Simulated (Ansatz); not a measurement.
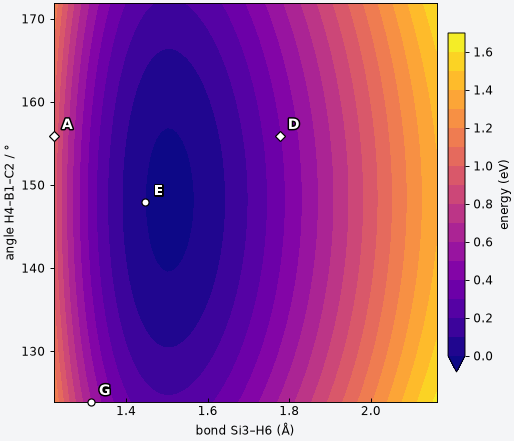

CH3BSi, SMILES B1C=[SiH]1. Two internal coordinates are moved rigidly from the geometry relaxed at PBE0-D4/def2-TZVP, all others fixed. The first coordinate is: bond Si3–H6; the second: angle H4–B1–C2. The grid has 7 × 7 points. Points are written as (first, second). Energies: eV, counted from the lowest grid point. These are results of RKS PBE-D4/def2-TZVPP (Ansatz), not measurements.

Drawn: filled contours, lettered points. Between grid points the surface is interpolated.

**What kind of point is each of D, E: minimum, saddle, maximum or slope?**

D: on a slope; E: minimum. (In these two coordinates alone; a stationary point may lie a little off the grid point.)

**Rank the lettered points by energy, lowest first.**

E (0.00 eV), D (0.39 eV), G (0.60 eV), A (0.99 eV).
